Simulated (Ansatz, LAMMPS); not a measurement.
# Forces and charges in Mg2+ TFSI- in gamma-butyrolactone at 470 K (110 atoms)

Wanted: forces, charges and levels of Mg2+ TFSI- in gamma-butyrolactone at 470 K (110 atoms).

Main program and level: Ansatz 0.2.0; Kohn-Sham DFT, PBEsol, PAW (set soft_2), plane waves.

### 1. Starting point

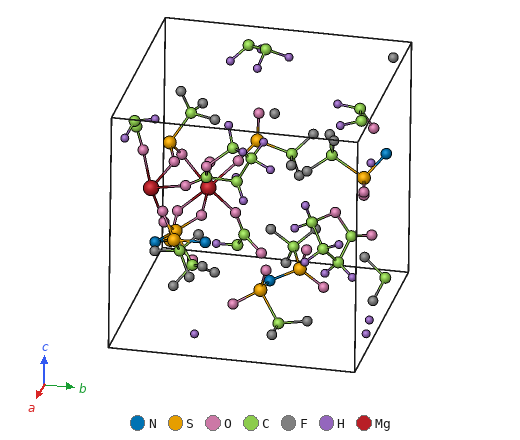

Start, viewed slightly off an axis; nitrogen blue, sulfur orange, oxygen pink, carbon green, fluorine grey, hydrogen purple, magnesium red. Bonds to atoms that aren't drawn are left out. Some periodic images of atoms are drawn too.

The cell holds 110 atoms: 4 N, 8 S, 24 O, 24 C, 24 F, 24 H and 2 Mg. Cell: a = 11.872 Å, b = 11.872 Å, c = 11.872 Å, α = 90.0°, β = 90.0°, γ = 90.0°. 4 gamma-butyrolactone, 2 Mg2+, 4 TFSI- placed at random, at 1.5 g/cm³; overlaps pushed apart, then 10 ps at 550 K with divalent ions of Li, Roberts, Chakravorty and Merz (J. Chem. Theory Comput. 9, 2733 (2013)); MMFF94 bonds, angles, torsions, charges and radii (Halgren, J. Comput. Chem. 17, 490 (1996)) in harmonic and 12-6 forms; charges of ions scaled by 0.8. Snapshot after 30 ps at 470 K and fixed volume.

Limits known from the start: The network of contacts between molecules at the start is that of the classical potential that made the cell, and needn't be the one that DFT or experiment would give. The functional has no dispersion term, which matters for the binding between molecules or layers. The density was typed from a rule of thumb and may lie off the real one at this temperature. Only the Γ point is sampled, in a cell whose shortest periodic width is 12 Å.

### 2. Making the structure

A classical potential supplies the starting structure, since it reaches far longer times than DFT.

This step: classical MD, divalent ions of Li, Roberts, Chakravorty and Merz (J. Chem. Theory Comput. 9, 2733 (2013)); MMFF94 bonds, angles, torsions, charges and radii (Halgren, J. Comput. Chem. 17, 490 (1996)) in harmonic and 12-6 forms; charges of ions scaled by 0.8 (LAMMPS 22 Jul 2025 - Update 4).

in.lmp reads:

```
# Mg2+ TFSI- in gamma-butyrolactone
units real
atom_style full
boundary p p p
bond_style harmonic
angle_style harmonic
dihedral_style opls
improper_style harmonic
special_bonds lj 0 0 0.5 coul 0 0 0.75
read_data data.lmp
neigh_modify delay 0 every 1 check yes one 4000
comm_modify cutoff 12.0
timestep 0.5
thermo_style custom step time temp pe press density
thermo_modify norm yes
# push overlapping molecules apart
pair_style soft 2.6
pair_coeff * * 0.0
variable a equal ramp(1,60)
fix ad all adapt 1 pair soft a * * v_a
velocity all create 550 463149 mom yes dist gaussian
fix lim all nve/limit 0.03
fix lan all langevin 550 550 50 463150 zero yes
thermo 1000
run 3000 post no
unfix ad
pair_style lj/cut/coul/long 9.0
pair_modify mix arithmetic tail yes
pair_coeff 1 1 0.0721 3.5530   # N
pair_coeff 2 2 0.2681 3.4180   # S
pair_coeff 3 3 0.0763 3.0960   # O
pair_coeff 4 4 0.0678 3.3680   # C
pair_coeff 5 5 0.0801 2.5590   # F
pair_coeff 6 6 0.0763 2.9870   # O
# [... 22 lines left out ...]
compute msd all msd com yes
thermo 7500
fix md all nvt temp 470 470 100
run 30000 post no
print "== T470: mean square displacement over the hold $(c_msd[4]:%.2f) A^2"
unfix md
uncompute msd
write_dump all custom T470.dump id type xs ys zs modify sort id
```

Run with:

```sh
lmp -in in.lmp -log none -nocite
```

Numbers of over 12 decimals in the logs are rounded to 6 here.

Output:

```text
LAMMPS (22 Jul 2025 - Update 4)
Reading data file ...
  orthogonal box = (0 0 0) to (11.87194 11.87194 11.87194)
  110 atoms
  orthogonal box = (0 0 0) to (11.87194 11.87194 11.87194)
  104 bonds
  188 angles
  208 dihedrals
  4 impropers
WARNING: Bond/angle/dihedral extent > half of periodic box length
   Step          Time           Temp          PotEng         Press         Density
         0   0              550            0.70312246    -13292.899      1.5019993
      1000   500            613.74663      1.70093        13360.477      1.5019993
      2000   1000           519.35851      2.1056264      10178.75       1.5019993
[... 46 lines left out ...]
WARNING: Bond/angle/dihedral extent > half of periodic box length
   Step          Time           Temp          PotEng         Press         Density
[... 2 lines left out ...]
     30000   29000          481.77162     -1.7458273      1346.7048      1.5019993
     37500   36500          445.78133     -1.7491927      1064.4227      1.5019993
     45000   44000          423.62696     -1.7961434     -17301.317      1.5019993
     47000   46000          464.76049     -1.5649471      1628.2483      1.5019993
WARNING: Bond/angle/dihedral extent > half of periodic box length
Loop time of 9.01394 s on 1 MPI rank(s) for 30000 steps with 110 atoms
== T470: mean square displacement over the hold 11.92 A^2
```

Elapsed: 15 s, on 1 thread of Arm Neoverse V2, shared host; peak memory 0.13 GiB.

The input also reads data.lmp (atoms, bonds and types; not printed here).

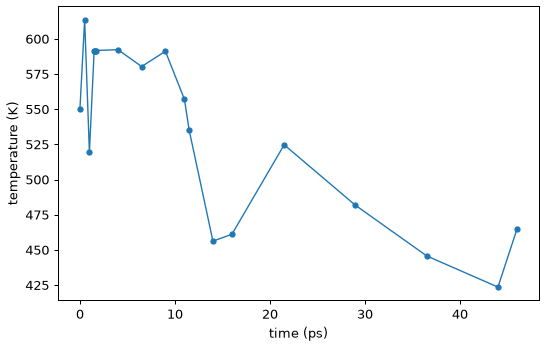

Temperature, plotted against time.

### 3. Plane-wave single point

One self-consistent run at the given positions yields energy and forces.

input.yaml reads:

```yaml
crystal:
  lattice:
    - [11.87194, 0.0, 0.0]
    - [0.0, 11.87194, 0.0]
    - [0.0, 0.0, 11.87194]
  atoms:
    - { symbol: "N", position: [0.94363, 0.3749, 0.47374] }
    - { symbol: S, position: [0.92461, 0.24379, 0.46201] }
    - { symbol: O, position: [0.88051, 0.18698, 0.56125] }
    - { symbol: O, position: [0.01435, 0.19128, 0.39831] }
    - { symbol: C, position: [0.80672, 0.24216, 0.36434] }
    - { symbol: F, position: [0.71395, 0.29828, 0.39965] }
    - { symbol: F, position: [0.78175, 0.13577, 0.34022] }
    - { symbol: F, position: [0.83427, 0.28865, 0.26612] }
    - { symbol: S, position: [0.06133, 0.39297, 0.53477] }
    - { symbol: O, position: [0.15725, 0.33733, 0.48212] }
    - { symbol: O, position: [0.06503, 0.39841, 0.65534] }
    - { symbol: C, position: [0.08079, 0.53752, 0.50106] }
    - { symbol: F, position: [0.02438, 0.61221, 0.57023] }
    - { symbol: F, position: [0.04492, 0.56132, 0.39339] }
    - { symbol: F, position: [0.19504, 0.56001, 0.50284] }
    - { symbol: "N", position: [0.36802, 0.04921, 0.18951] }
    - { symbol: S, position: [0.42067, 0.14285, 0.271] }
    - { symbol: O, position: [0.51245, 0.11433, 0.34665] }
    - { symbol: O, position: [0.34271, 0.23044, 0.31472] }
    - { symbol: C, position: [0.49308, 0.22768, 0.16371] }
    - { symbol: F, position: [0.4242, 0.30392, 0.1095] }
    - { symbol: F, position: [0.54285, 0.16249, 0.08771] }
    - { symbol: F, position: [0.5803, 0.28708, 0.20193] }
    - { symbol: S, position: [0.2418, 0.08411, 0.14748] }
    - { symbol: O, position: [0.24392, 0.17572, 0.07114] }
    - { symbol: O, position: [0.16044, 0.09422, 0.23976] }
    - { symbol: C, position: [0.2239, 0.95399, 0.0688] }
    - { symbol: F, position: [0.13968, 0.95646, 0.9898] }
    - { symbol: F, position: [0.19767, 0.86336, 0.1378] }
    - { symbol: F, position: [0.31648, 0.92498, 0.00561] }
    - { symbol: "N", position: [0.27756, 0.96267, 0.63266] }
    - { symbol: S, position: [0.28662, 0.08577, 0.59104] }
    - { symbol: O, position: [0.19977, 0.11692, 0.50511] }
    - { symbol: O, position: [0.39647, 0.12846, 0.56024] }
    - { symbol: C, position: [0.24482, 0.16184, 0.70974] }
    - { symbol: F, position: [0.27168, 0.12512, 0.81143] }
    - { symbol: F, position: [0.14053, 0.18629, 0.70886] }
    - { symbol: F, position: [0.29141, 0.26871, 0.71212] }
    - { symbol: S, position: [0.34531, 0.88768, 0.54866] }
    - { symbol: O, position: [0.46756, 0.91425, 0.54326] }
    - { symbol: O, position: [0.28439, 0.87544, 0.44578] }
    - { symbol: C, position: [0.34105, 0.75548, 0.6313] }
    - { symbol: F, position: [0.24185, 0.725, 0.67551] }
    - { symbol: F, position: [0.40983, 0.77796, 0.7268] }
    - { symbol: F, position: [0.39022, 0.66609, 0.57334] }
    - { symbol: "N", position: [0.59516, 0.56491, 0.17612] }
    - { symbol: S, position: [0.56474, 0.67952, 0.22647] }
    - { symbol: O, position: [0.54765, 0.77313, 0.1491] }
    - { symbol: O, position: [0.61256, 0.71608, 0.33362] }
    - { symbol: C, position: [0.42272, 0.6225, 0.25513] }
    - { symbol: F, position: [0.4295, 0.53067, 0.32408] }
    - { symbol: F, position: [0.37738, 0.58292, 0.16052] }
    - { symbol: F, position: [0.34591, 0.69458, 0.30601] }
    - { symbol: S, position: [0.72447, 0.5546, 0.19036] }
    - { symbol: O, position: [0.77072, 0.45404, 0.13913] }
    - { symbol: O, position: [0.76819, 0.58553, 0.29833] }
    - { symbol: C, position: [0.77921, 0.64099, 0.07874] }
    - { symbol: F, position: [0.7504, 0.6083, 0.97477] }
    - { symbol: F, position: [0.89103, 0.63921, 0.07725] }
    - { symbol: F, position: [0.7496, 0.75178, 0.08725] }
    - { symbol: O, position: [0.63841, 0.22703, 0.57171] }
    - { symbol: C, position: [0.65621, 0.31476, 0.62541] }
    - { symbol: C, position: [0.60144, 0.42701, 0.59538] }
    - { symbol: C, position: [0.61797, 0.48781, 0.70944] }
    - { symbol: C, position: [0.69751, 0.42931, 0.78265] }
    - { symbol: O, position: [0.73275, 0.33115, 0.70738] }
    - { symbol: H, position: [0.51744, 0.40561, 0.57377] }
    - { symbol: H, position: [0.65518, 0.46592, 0.5388] }
    - { symbol: H, position: [0.5392, 0.51991, 0.74915] }
    - { symbol: H, position: [0.65033, 0.57285, 0.68317] }
    - { symbol: H, position: [0.77293, 0.48584, 0.80438] }
    - { symbol: H, position: [0.66081, 0.40309, 0.86294] }
    - { symbol: O, position: [0.67826, 0.99346, 0.45626] }
    - { symbol: C, position: [0.75684, 0.92741, 0.47875] }
    - { symbol: C, position: [0.83983, 0.89338, 0.39734] }
    - { symbol: C, position: [0.92644, 0.84967, 0.48891] }
    - { symbol: C, position: [0.84595, 0.78548, 0.56261] }
    - { symbol: O, position: [0.75898, 0.86186, 0.57596] }
    [... 26 atom lines left out ...]
    - { symbol: H, position: [0.01305, 0.39282, 0.91135] }
    - { symbol: H, position: [0.12595, 0.29265, 0.89741] }
    - { symbol: H, position: [0.25168, 0.42944, 0.93494] }
    - { symbol: H, position: [0.13995, 0.53338, 0.94602] }
    - { symbol: Mg, position: [0.17904, 0.22187, 0.3628] }
    - { symbol: Mg, position: [0.56542, 0.07175, 0.51275] }
kpoints:
  mp_grid: { grid: [1, 1, 1] }
hamiltonian:
  xc: pbesol
scf:
  occupations: { method: fermi_dirac, width: 0.025 }
output:
  forces: true
  stress: true
  populations: true
  dos:
    method: { smearing: { sigma: 0.08 } }
    de: 0.1
    projected: { site_lists: { C: [C], F: [F], H: [H], Mg: [Mg], "N": ["N"] } }
  eigenvalues: true
  write_density: true
  write_potential: true
  volumetric_format: npy
```

Run with:

```sh
ansatz run input.yaml --threads 8 --pin off --max-ram 15872MiB --backend cpu --events-out ev --progress --plain --runs-dir out
```

Output:

```text
Engine: ansatz 0.2.0, aarch64-unknown-linux-gnu
Pseudopotentials: kind: paw
Pseudopotential: N, paw, valence charge 5, recommended cutoff 420 eV (normal), N.paw.azcp
Pseudopotential: S, paw, valence charge 6, recommended cutoff 420 eV (normal), S.paw.azcp
Pseudopotential: O, paw, valence charge 6, recommended cutoff 420 eV (normal), O.paw.azcp
Pseudopotential: C, paw, valence charge 4, recommended cutoff 420 eV (normal), C.paw.azcp
Pseudopotential: F, paw, valence charge 7, recommended cutoff 420 eV (normal), F.paw.azcp
Pseudopotential: H, paw, valence charge 1, recommended cutoff 420 eV (normal), H.paw.azcp
Pseudopotential: Mg, paw, valence charge 10, recommended cutoff 420 eV (normal), Mg.paw.azcp
[... 3 lines on functional and potentials left out ...]
Crystal: 110 atoms, lattice volume = 1673.266 Å³
Basis set: ecut = 420 eV, 32675 PW (Γ), exchange–correlation on 160×160×160 points (8 copies of the dense FFT grid, shifted against one another)
Bands: 370, of which v1, the nominal top of the filled ones, is band 260 counted from 1 (259 counted from 0)
Symmetry: 1 space group operations
Space group: P1 (ITA 1), of the structure as read, at distance tolerance 1.2e-4 Å
k-points: 1
[... 21 lines on functional and potentials left out ...]
Initial density: superposition of atomic densities (neutral atoms: chi_scale 0, normalization atom), corrected by the library's trained network
Initial wavefunctions: pseudopotential atomic-orbital guess
Functional: x = pbesol(κ = 0.804, μ = 0.123457), c = pbesol(β = 0.046)
SCF iter   1: F=—  HF=-51352.842437 eV  |F-HF|=—  |Δ(HF+E_count)|=         —  Δρ=8.88e-3  dr2=1.29e0  ethr=1.77e-3  ⟨swp⟩=7.0  Hψ=1724  notcnv=0  defer=28
preconditioner: auto → Resta (q_TF=auto, 2.245 Å⁻¹)  ε∞=2.5  [insulator: Δε(μ)=3.991 eV  Ē_g=16.534 eV  σ=0.025 eV  W_gap=1.00  n_scr=340 (ndim 8)  ℏωp=20.1 eV  f_vac=0.389  D(μ)=0.00/eV (n_scr^D=0)  ε∞_Penn≈2.5  vacuum switching on, ρ_ref=2.0e-2 e/Å³]
SCF iter   2: F=—  HF=-51352.473870 eV  |F-HF|=—  |Δ(HF+E_count)|=   3.69e-1  Δρ=3.85e-3  dr2=2.27e-1  ethr=2.48e-4  ⟨swp⟩=3.0  Hψ=588  notcnv=0  defer=101
SCF iter   3: F=—  HF=-51352.438068 eV  |F-HF|=—  |Δ(HF+E_count)|=   3.58e-2  Δρ=1.86e-3  dr2=6.02e-2  ethr=4.37e-5  ⟨swp⟩=3.0  Hψ=515  notcnv=0  defer=101
SCF iter   4: F=—  HF=-51352.426414 eV  |F-HF|=—  |Δ(HF+E_count)|=   1.17e-2  Δρ=6.53e-4  dr2=6.74e-3  ethr=1.16e-5  ⟨swp⟩=2.0  Hψ=685  notcnv=0  defer=103
SCF iter   5: F=—  HF=-51352.426237 eV  |F-HF|=—  |Δ(HF+E_count)|=   1.77e-4  Δρ=2.96e-4  dr2=1.15e-3  ethr=1.30e-6  ⟨swp⟩=2.0  Hψ=502  notcnv=0  defer=103
SCF iter   6: F=—  HF=-51352.426298 eV  |F-HF|=—  |Δ(HF+E_count)|=   6.18e-5  Δρ=9.57e-5  dr2=1.12e-4  ethr=2.21e-7  ⟨swp⟩=2.0  Hψ=502  notcnv=0  defer=103
SCF iter   7: F=—  HF=-51352.426350 eV  |F-HF|=—  |Δ(HF+E_count)|=   5.12e-5  Δρ=4.30e-5  dr2=2.20e-5  ethr=2.15e-8  ⟨swp⟩=2.0  Hψ=487  notcnv=0  defer=103
SCF iter   8: F=—  HF=-51352.426813 eV  |F-HF|=—  |Δ(HF+E_count)|=   4.64e-4  Δρ=1.11e-5  dr2=1.15e-6  ethr=4.23e-9  ⟨swp⟩=2.0  Hψ=527  notcnv=0  defer=103
SCF iter   9: F=—  HF=-51352.426814 eV  |F-HF|=—  |Δ(HF+E_count)|=   1.36e-6  Δρ=4.15e-6  dr2=2.16e-7  ethr=2.21e-10  ⟨swp⟩=2.0  Hψ=490  notcnv=0  defer=103
SCF iter  10: F=-51352.426815 eV  HF=-51352.426815 eV  |F-HF|=0.00e0  |Δ(HF+E_count)|=   7.05e-8  Δρ=1.67e-6  dr2=3.47e-8  ethr=1.92e-11  ⟨swp⟩=20.0  Hψ=3399  notcnv=0
SCF 1 converged in 10 iterations: F = -51352.426815 eV  dr2 = 3.47e-8
  greatest PAW one-centre occupation: 1.000 electrons in one spin orbital (limit 2), on the Mg atom at site 108 (counted from 0), in its partial waves of l = 0
WARN: The output density's exchange-correlation potential varies sharply where the density is thin. Do not read a vacuum level from v_tot or v_xc, or from such a field of the output density. On a cell that repeats whose density bears no net charge and no dipole along the vacuum's axis use v_es (v_loc + v_h of the components); [...]
SCF converged after 10 iterations
Free energy (F): -51352.426815 eV
Harris-Foulkes:  -51352.426815 eV  (|F-HF|=0.00e0)
Internal energy: -51352.426815 eV  (E = F + TS)
E sigma→0 (E₀):  -51352.426815 eV
Fermi energy:    1.224735 eV
--- Per-component energies (eV) ---
  E_band       = -5715.177681
  E_kinetic    = 13259.359918
  E_local      = -69140.685235  (includes V_loc(G=0)·N_el)
  E_nonlocal   = 4205.696212
  E_hartree    = 28088.426999
  E_xc         = -6031.521939
  E_vxc        = -7419.231247  (∫ρ·V_xc dr)
  E_paw        = -16339.355989  (= ΣΔE_a)
  E_vpaw       = -2797.242124  (= ΣTr[D̂ρ^β])
  E_aug_tail   = 0.075733  (compensation charges beyond the density's cutoff)
  E_ewald      = -5397.520172
  E_core_change = 3.097659  (= ΣΔE_core)
  E_smearing   = -0.000000  (= −TS)
  E_closure    = 0.000000  (closes the sum)
  Σ components = -51352.426815   (vs F -51352.426815, Δ=0.00e0)
--- Forces (eV/Å), atoms counted from 1 ---
  atom   1  N      0.58730195    -0.34599476     0.69196717
  atom   2  S     -1.86419122    -0.62127703     0.99897867
  atom   3  O      0.78595659     0.14790258    -0.70861916
  atom   4  O      0.07796177    -1.04945000    -0.34611146
  atom   5  C     -1.03852182     0.96974287    -1.85055224
  atom   6  F      0.96349722    -0.46731895    -0.10315603
  atom   7  F     -0.15177852    -0.23527210     0.45224516
  atom   8  F      0.65485696     0.24401821     0.03425412
  atom   9  S      0.06207946     1.30934251     0.87935689
  atom  10  O      0.33523855     0.06779113    -0.08962925
  atom  11  O     -0.34962761    -0.56345694     0.44253918
  atom  12  C      0.70770268     3.24051637    -2.05503657
  atom  13  F      1.01951939    -1.38737274    -0.65566526
  atom  14  F      0.41588325    -0.31171047     1.26494474
[...]
atom 109  Mg    -0.35963196    -0.25884190     0.23383557
  atom 110  Mg    -2.52903966     1.50530841     1.88312319
  max |Σ_I F_I| component: 5.31e-5 eV/Å
--- Stress (GPa, compression-positive) ---
        2.326764      -1.205404      -0.701875
       -1.205404       1.571939      -0.359235
       -0.701875      -0.359235       0.443318
  P = ⅓ Tr σ = 1.4473 GPa (14.473 kbar)
--- Band table (eV) ---
  k-point 0: bands = ["-74.0847", "-73.9494", "-41.0478", "-41.0360", [... 354 levels ...], "9.5914", "9.6287", "9.6660", "9.7109", "9.7476", "9.7767", "9.8928", "9.9156", "9.9384", "9.9946", "10.0690", "10.0777"]
--- Löwdin populations: 110 sites ---
  site symbol       q [e]
     0      N      5.8337
     1      S      3.8332
     2      O      6.6976
[...]
109     Mg      8.3808
  spilling = 0.014802 (of n_electrons = 520.000000)
```

Elapsed: 12 s, on 8 threads of Arm Neoverse V2, shared host; peak memory 2.1 GiB.

The column dr2 measures how far the density is from self-consistency, as an energy; F and HF (Harris–Foulkes) agree once it is small.

The program notes that the exchange-correlation potential is rough where the density is thin.

Read from the output:

| Item | Value |
| --- | --- |
| free energy | -51352.4268 eV |
| free energy per atom | -466.8402 eV/atom |
| SCF cycles | 10 |
| pressure | 1.447 GPa |
| r.m.s. force component | 1.263 eV/Å |
| longest force | 6.527 eV/Å |
| Fermi energy | 1.225 eV |
| gap (highest filled to lowest empty level) | 3.231 eV |
| spilling of the projection | 0.0148 |

Neighbours are counted within 1.85 Å (C-C), 1.62 Å (C-F), 1.34 Å (C-H), 1.73 Å (C-O), 2.21 Å (C-S), 1.88 Å (O-S), 2.62 Å (O-Mg), 2.02 Å (S-N).

Length of the force by element and coordination:

| element | coordination | atoms | mean length of the force (eV/Å) | spread | least | most |
| --- | --- | --- | --- | --- | --- | --- |
| C | all | 24 | 2.75 | 1.28 | 0.829 | 5.36 |
| C | 3 | 4 | 2.02 | 0.970 | 0.829 | 3.32 |
| C | 4 | 20 | 2.90 | 1.28 | 0.915 | 5.36 |
| F | all | 24 | 1.53 | 0.700 | 0.423 | 3.56 |
| H | all | 24 | 1.32 | 0.665 | 0.291 | 2.71 |
| Mg | all | 2 | 2.00 | 1.50 | 0.501 | 3.49 |
| N | all | 4 | 1.65 | 0.463 | 0.971 | 2.24 |
| O | all | 24 | 1.43 | 0.836 | 0.354 | 3.94 |
| O | 1 | 8 | 0.968 | 0.281 | 0.725 | 1.62 |
| O | 2 | 16 | 1.66 | 0.922 | 0.354 | 3.94 |
| S | all | 8 | 3.10 | 1.53 | 1.58 | 6.53 |

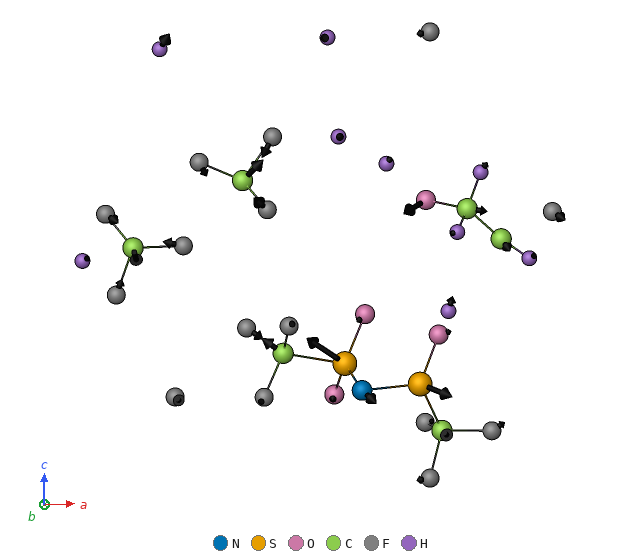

Forces as arrows; the longest in the cell is 6.53 eV/Å. Drawn is a slice 4 Å thick, seen along the normal of the ac plane. Bonds to atoms that aren't drawn are left out.

Löwdin charges by element and coordination (they lack the spilled electrons, 0.070 e an atom on average):

| element | coordination | atoms | mean charge (e) | spread | least | most |
| --- | --- | --- | --- | --- | --- | --- |
| C | all | 24 | 0.199 | 0.449 | -0.382 | 0.671 |
| C | 3 | 4 | 0.603 | 0.0103 | 0.590 | 0.619 |
| C | 4 | 20 | 0.118 | 0.450 | -0.382 | 0.671 |
| F | all | 24 | -0.21 | 0.0218 | -0.254 | -0.154 |
| H | all | 24 | 0.224 | 0.0235 | 0.181 | 0.265 |
| Mg | all | 2 | 1.61 | 0.0052 | 1.61 | 1.62 |
| N | all | 4 | -0.832 | 0.0097 | -0.842 | -0.816 |
| O | all | 24 | -0.615 | 0.200 | -0.807 | -0.211 |
| O | 1 | 8 | -0.711 | 0.0248 | -0.753 | -0.681 |
| O | 2 | 16 | -0.566 | 0.230 | -0.807 | -0.211 |
| S | all | 8 | 2.18 | 0.0207 | 2.15 | 2.22 |

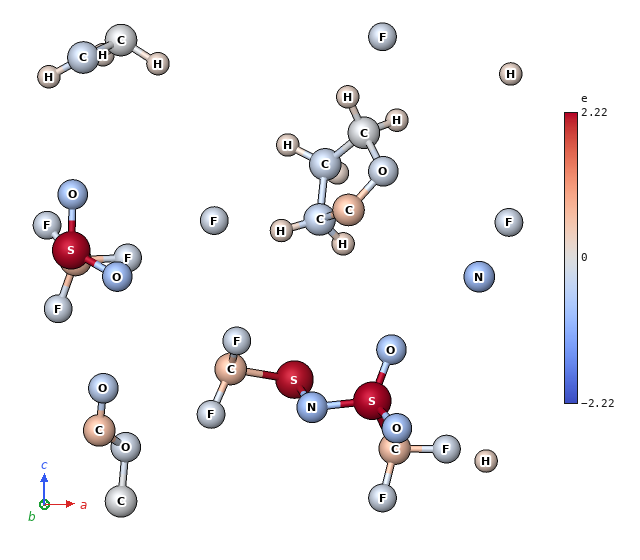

Atoms coloured by Löwdin charge. Drawn is a slice 4 Å thick, seen along the normal of the ac plane. Bonds to atoms that aren't drawn are left out.

(Continued in part 2 of 2.)

[Logs are printed without paths, hosts, clocks, repeated set-up lines and the standing remarks that a program may print on its own settings, such as how far it seeks lower states.]

[Hosts, paths, dates, database ids (printed as entryN), source tags and the programs' standing remarks are cut or masked in the printed files.]

[The MMFF94 radii named for the starting cell were scaled by 0.96; in molecules described by MMFF94, hydrogen bound to N, O or S took a small fixed 12-6 site in their place.]
